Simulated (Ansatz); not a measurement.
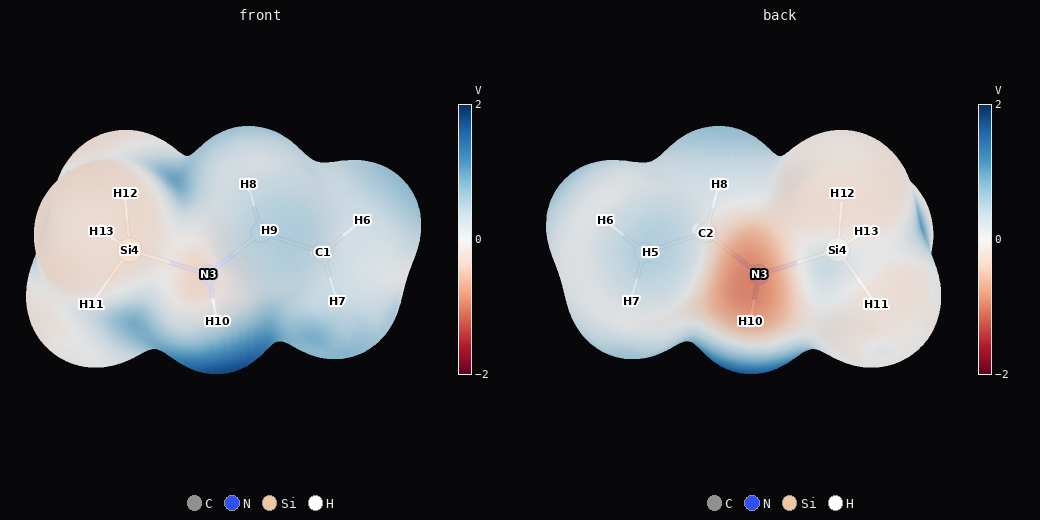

*C$_{2}$H$_{9}$NSi (SMILES CCN[SiH3]). The molecular electrostatic potential painted on the density surface at 0.002 e/bohr³, seen from the front and from behind; red is negative and blue positive.*

Geometry: PBE0-D4/def2-TZVP.

These are results of RKS PBE0-D4/def2-TZVPP (Ansatz), not measurements.

```
atom    x (Å)    y (Å)    z (Å)
   C  -0.8567   1.7388  -0.3001
   C  -0.1934   0.6288   0.4915
   N   0.4885  -0.3172  -0.3690
  Si   0.7011  -1.9736   0.0211
   H  -1.5794   1.3276  -1.0078
   H  -1.3727   2.4381   0.3622
   H  -0.1142   2.3069  -0.8685
   H  -0.9556   0.0799   1.0558
   H   0.4832   1.0668   1.2403
   H   1.1623   0.1151  -0.9824
   H   1.3133  -2.6345  -1.1608
   H  -0.6299  -2.5640   0.3281
   H   1.5739  -2.2473   1.2045
```

Q: Which sites attract a positive test charge, and which a negative one?

A: A positive charge is drawn to the negative regions and a negative charge to the positive ones. The most negative region (about −1.0 V) lies over N3, the most positive (about +1.7 V) over H10.
